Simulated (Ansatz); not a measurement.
## Geometry relaxation of CH4F2OSi (part 2 of 2)

The same run, continued: CH4F2OSi; RKS PBE0/6-31G (Ansatz 0.2.0). It belongs to a series of runs on one base structure; here: start relaxed.

Geometry of the input (Å):
```
Si 0.0000  0.0000  0.0000
H  0.0000  0.0000  1.4600
F  1.4994  0.0000  -0.5295
O  -0.7913  1.3709  -0.5594
C  -2.1512  1.4177  -0.9653
H  -2.7687  0.8215  -0.2614
H  -2.5023  2.4707  -0.9639
H  -2.2473  0.9975  -1.9882
F  -0.7489  -1.2974  -0.5295
```

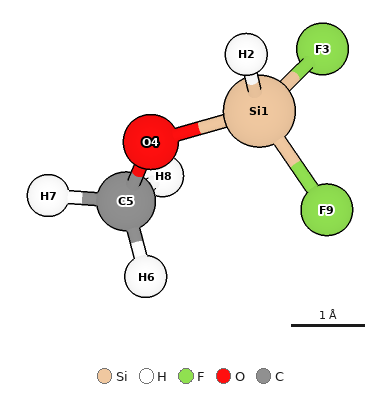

*The geometry at step 9 of the log (ball-and-stick view, seen at a tilt; atoms are numbered from 1 in the order of the input).*

**Trajectory as extended XYZ (Å, eV, eV/Å), 16 frames, from step=1 to step=16**
```
9
Properties=species:S:1:pos:R:3:forces:R:3 step=1 energy=-16447.69651
Si    0.0000    0.0000    0.0000   -1.1443   2.7727   2.1146
H     0.0000    0.0000    1.4600    0.1163  -0.1378   0.5069
F     1.4994    0.0000   -0.5295    2.7816  -0.0306  -1.1225
O    -0.7913    1.3709   -0.5594    0.6217   0.2087   0.0240
C    -2.1512    1.4177   -0.9653   -0.9881  -0.0506  -0.3902
H    -2.7687    0.8215   -0.2614   -0.0572   0.3359  -0.4261
H    -2.5023    2.4707   -0.9639    0.3279  -0.6197   0.0310
H    -2.2473    0.9975   -1.9882   -0.1483   0.2331   0.4643
F    -0.7489   -1.2974   -0.5295   -1.5097  -2.7116  -1.2020
9
Properties=species:S:1:pos:R:3:forces:R:3 step=2 energy=-16447.93193
Si    0.0130    0.0017    0.0287   -0.6785   1.5261   1.2664
H     0.0584   -0.0369    1.5070    0.0865  -0.0611   0.0912
F     1.5286    0.0243   -0.5552    1.4361  -0.0078  -0.6300
O    -0.8043    1.3590   -0.5390    0.0718  -0.0750   0.0650
C    -2.1700    1.4160   -0.9759   -0.5471   0.1221  -0.1972
H    -2.8506    0.8649   -0.3045    0.1925   0.1010  -0.1193
H    -2.4707    2.4695   -0.9834    0.1325  -0.1621   0.0201
H    -2.2772    1.0134   -1.9922    0.0771   0.0164   0.1438
F    -0.7374   -1.3312   -0.5227   -0.7709  -1.4596  -0.6399
9
Properties=species:S:1:pos:R:3:forces:R:3 step=3 energy=-16448.03401
Si    0.0062    0.0084    0.0684   -0.0247   0.2716   0.0419
H     0.1411   -0.0749    1.5510    0.0201   0.0211  -0.1493
F     1.5289    0.0539   -0.6175    0.0066  -0.0501  -0.0026
O    -0.8408    1.3578   -0.4820    0.0001  -0.1707   0.2228
C    -2.1902    1.4256   -0.9909   -0.0089  -0.0355  -0.0754
H    -2.8935    0.8793   -0.3526    0.0261   0.0219  -0.0038
H    -2.4632    2.4791   -1.0072    0.0011   0.0281  -0.0128
H    -2.2377    1.0189   -2.0047    0.0160   0.0032   0.0010
F    -0.7611   -1.3673   -0.5016   -0.0364  -0.0895  -0.0218
9
Properties=species:S:1:pos:R:3:forces:R:3 step=4 energy=-16448.07541
Si    0.0021    0.0107    0.0901    0.0781   0.0179   0.0237
H     0.2758   -0.0674    1.5459    0.0435   0.0215  -0.0514
F     1.4682    0.0454   -0.7305   -0.2398  -0.0345   0.0325
O    -0.9257    1.3571   -0.3009   -0.1203  -0.1790   0.0307
C    -2.1920    1.4243   -1.0008    0.1025   0.0301   0.0035
H    -2.9631    0.8497   -0.4758    0.0645   0.0280  -0.0185
H    -2.4671    2.4766   -1.0186   -0.0459   0.0352   0.0018
H    -2.1011    1.0581   -2.0265    0.0475  -0.0347  -0.0060
F    -0.8075   -1.3736   -0.4201    0.0700   0.1155  -0.0162
9
Properties=species:S:1:pos:R:3:forces:R:3 step=5 energy=-16448.09203
Si   -0.0092    0.0115    0.1204    0.1888   0.0307  -0.0293
H     0.4167   -0.0592    1.5448   -0.0367   0.0307  -0.1664
F     1.3777    0.0446   -0.8484   -0.4776  -0.0008   0.1840
O    -1.0134    1.3467   -0.1270   -0.3925  -0.2593  -0.3916
C    -2.1858    1.4234   -1.0113    0.2182  -0.2088   0.0624
H    -3.0167    0.8208   -0.6021    0.3710   0.1627  -0.1284
H    -2.4721    2.4731   -1.0286    0.0010   0.0239   0.0124
H    -1.9558    1.0923   -2.0416    0.0059   0.0734   0.4444
F    -0.8517   -1.3724   -0.3434    0.1218   0.1475   0.0124
9
Properties=species:S:1:pos:R:3:forces:R:3 step=6 energy=-16448.13148
Si   -0.0342    0.0034    0.1639   -0.1173  -0.0163  -0.5730
H     0.4937   -0.0201    1.5330    0.0729   0.0259   0.1839
F     1.2128    0.0622   -0.9603    0.0149   0.0261   0.1199
O    -1.0849    1.2936   -0.0540   -0.1071  -0.0123   0.0650
C    -2.1616    1.4313   -1.0154    0.0859  -0.1580  -0.0312
H    -3.0045    0.7963   -0.7223    0.0496   0.0475  -0.0166
H    -2.4655    2.4761   -1.0048    0.0220   0.0297   0.0330
H    -1.8338    1.1543   -2.0248   -0.0095   0.0535   0.0779
F    -0.8323   -1.4161   -0.2525   -0.0113   0.0038   0.1412
9
Properties=species:S:1:pos:R:3:forces:R:3 step=7 energy=-16448.13843
Si   -0.0727   -0.0060    0.1453    0.2792  -0.0300   0.3885
H     0.5575    0.0533    1.4771    0.0745  -0.0504   0.0345
F     1.0868    0.0417   -1.0635   -0.0373  -0.0172  -0.0755
O    -1.1457    1.2765    0.0379   -0.0429  -0.0916  -0.2113
C    -2.1236    1.4249   -1.0168   -0.2872   0.3470  -0.0003
H    -2.9426    0.7148   -0.8773   -0.0001  -0.0277   0.0092
H    -2.5057    2.4435   -0.9315   -0.0179  -0.0737  -0.0648
H    -1.6828    1.2840   -2.0075    0.0666   0.0124  -0.0119
F    -0.8815   -1.4519   -0.1008   -0.0349  -0.0690  -0.0683
9
Properties=species:S:1:pos:R:3:forces:R:3 step=8 energy=-16448.16015
Si   -0.0619   -0.0299    0.1681    0.0445  -0.0501  -0.0045
H     0.5990    0.0919    1.4797    0.0332   0.0122   0.0562
F     1.0650   -0.0169   -1.0739    0.0006   0.0064  -0.0251
O    -1.1645    1.2153   -0.0019   -0.1040   0.0325  -0.0838
C    -2.1447    1.4527   -1.0402    0.0255   0.0616   0.0673
H    -2.9556    0.7207   -0.9705    0.0424   0.0179  -0.0009
H    -2.5357    2.4551   -0.8634   -0.0117  -0.0485  -0.0450
H    -1.6859    1.4047   -2.0334   -0.0092   0.0118   0.0353
F    -0.8260   -1.5128   -0.0018   -0.0213  -0.0439   0.0005
9
Properties=species:S:1:pos:R:3:forces:R:3 step=9 energy=-16448.16315
Si   -0.0683   -0.0357    0.1730   -0.0052   0.0003   0.0018
H     0.6258    0.1095    1.4686    0.0016   0.0025  -0.0024
F     1.0219   -0.0385   -1.1026   -0.0086   0.0014   0.0012
O    -1.1766    1.2095    0.0080    0.0075  -0.0082   0.0019
C    -2.1371    1.4589   -1.0420    0.0084  -0.0041  -0.0064
H    -2.9234    0.6989   -1.0239    0.0012  -0.0004  -0.0060
H    -2.5688    2.4389   -0.8441   -0.0025   0.0019   0.0047
H    -1.6501    1.4633   -2.0218   -0.0052   0.0092  -0.0018
F    -0.8337   -1.5240    0.0478    0.0029  -0.0025   0.0070
9
Properties=species:S:1:pos:R:3:forces:R:3 step=10 energy=-16448.16276 accepted=F
Si   -0.0764   -0.0455    0.1810    0.0043  -0.0404  -0.0323
H     0.6630    0.1409    1.4497   -0.0328  -0.0124  -0.0565
F     0.9637   -0.0772   -1.1390   -0.0467  -0.0059   0.0693
O    -1.1927    1.1932    0.0161    0.0255  -0.0215  -0.0132
C    -2.1289    1.4672   -1.0497   -0.0716   0.0008  -0.1170
H    -2.8835    0.6697   -1.1115    0.1310   0.1493   0.0022
H    -2.6117    2.4153   -0.7997    0.0390  -0.1243  -0.0485
H    -1.6071    1.5612   -2.0140   -0.0969  -0.0236   0.1897
F    -0.8367   -1.5439    0.1299    0.0484   0.0780   0.0063
9
Properties=species:S:1:pos:R:3:forces:R:3 step=11 energy=-16448.16423
Si   -0.0721   -0.0409    0.1768   -0.0081  -0.0035   0.0035
H     0.6438    0.1245    1.4592   -0.0114   0.0007  -0.0177
F     0.9945   -0.0583   -1.1187   -0.0041  -0.0040   0.0028
O    -1.1834    1.2010    0.0097    0.0055  -0.0052  -0.0028
C    -2.1337    1.4634   -1.0465    0.0143   0.0062   0.0257
H    -2.9022    0.6866   -1.0678   -0.0192  -0.0194   0.0002
H    -2.5904    2.4260   -0.8220   -0.0078   0.0059   0.0043
H    -1.6328    1.5127   -2.0171    0.0206   0.0055  -0.0205
F    -0.8339   -1.5341    0.0892    0.0102   0.0137   0.0045
9
Properties=species:S:1:pos:R:3:forces:R:3 step=12 energy=-16448.16304 accepted=F
Si   -0.0799   -0.0478    0.1811    0.0175  -0.0259   0.0127
H     0.6728    0.1499    1.4391   -0.0202  -0.0061  -0.0406
F     0.9438   -0.0951   -1.1494   -0.0229  -0.0079   0.0338
O    -1.1936    1.1919    0.0160    0.0006   0.0012  -0.0031
C    -2.1258    1.4710   -1.0516   -0.0488  -0.0565  -0.1417
H    -2.8609    0.6573   -1.1421    0.1368   0.1671   0.0029
H    -2.6344    2.3998   -0.7847    0.0406  -0.0928  -0.0434
H    -1.5922    1.5992   -2.0059   -0.1270  -0.0230   0.1881
F    -0.8402   -1.5452    0.1602    0.0234   0.0439  -0.0087
9
Properties=species:S:1:pos:R:3:forces:R:3 step=13 energy=-16448.16194 accepted=F
Si   -0.0749   -0.0493    0.1700    0.0690   0.1343   0.0384
H     0.6341    0.1500    1.4437    0.0890  -0.0377   0.0876
F     0.9865   -0.0855   -1.1277    0.0008  -0.0176  -0.0278
O    -1.1743    1.1998    0.0067   -0.1325   0.0522  -0.0273
C    -2.1299    1.4671   -1.0420    0.0416  -0.0446  -0.1169
H    -2.8818    0.6727   -1.0920    0.0346   0.0132   0.0147
H    -2.6146    2.4121   -0.8025    0.0248   0.0120   0.0398
H    -1.6174    1.5509   -2.0066   -0.0629   0.0133   0.0135
F    -0.8381   -1.5369    0.1133   -0.0644  -0.1252  -0.0220
9
Properties=species:S:1:pos:R:3:forces:R:3 step=14 energy=-16448.16457
Si   -0.0737   -0.0422    0.1772    0.0020   0.0022  -0.0021
H     0.6476    0.1306    1.4540    0.0028   0.0021   0.0030
F     0.9855   -0.0686   -1.1240   -0.0014  -0.0014  -0.0014
O    -1.1838    1.2002    0.0097    0.0019  -0.0011   0.0008
C    -2.1317    1.4649   -1.0474   -0.0058   0.0029   0.0019
H    -2.8923    0.6796   -1.0826    0.0032  -0.0009  -0.0039
H    -2.6011    2.4193   -0.8128   -0.0004  -0.0024  -0.0008
H    -1.6252    1.5324   -2.0148    0.0013   0.0025   0.0012
F    -0.8355   -1.5353    0.1036   -0.0036  -0.0039   0.0013
9
Properties=species:S:1:pos:R:3:forces:R:3 step=15 energy=-16448.16486
Si   -0.0770   -0.0456    0.1791    0.0110  -0.0050  -0.0049
H     0.6612    0.1445    1.4441    0.0028  -0.0046  -0.0011
F     0.9630   -0.0910   -1.1376   -0.0066  -0.0016   0.0095
O    -1.1858    1.1972    0.0107   -0.0085   0.0083  -0.0009
C    -2.1279    1.4685   -1.0496   -0.0173  -0.0018  -0.0306
H    -2.8679    0.6645   -1.1199    0.0242   0.0278   0.0019
H    -2.6255    2.4038   -0.7934    0.0128  -0.0274  -0.0056
H    -1.6092    1.5780   -2.0079   -0.0195  -0.0015   0.0317
F    -0.8412   -1.5390    0.1373    0.0010   0.0058   0.0000
9
Properties=species:S:1:pos:R:3:forces:R:3 step=16 energy=-16448.16494
Si   -0.0773   -0.0458    0.1795    0.0050  -0.0012  -0.0010
H     0.6641    0.1454    1.4424    0.0020  -0.0013   0.0008
F     0.9598   -0.0953   -1.1389   -0.0009  -0.0013   0.0020
O    -1.1855    1.1976    0.0102   -0.0031   0.0060  -0.0010
C    -2.1273    1.4690   -1.0504   -0.0084  -0.0003  -0.0127
H    -2.8625    0.6619   -1.1262    0.0099   0.0103   0.0001
H    -2.6304    2.3996   -0.7900    0.0049  -0.0113  -0.0026
H    -1.6081    1.5866   -2.0068   -0.0075  -0.0014   0.0155
F    -0.8431   -1.5383    0.1431   -0.0020   0.0006  -0.0011
```

**Results in brief**

- outcome: converged
- total energy: −16448.1650 eV
- mean-field energy: −16448.1650 eV
- largest force (length of the vector) at the end: 0.017 eV/Å
- hardware: 1 thread of Intel Xeon (Sapphire Rapids), 32 GiB of memory available, shared host
- wall time: 35 s
- peak memory: 0.17 GiB
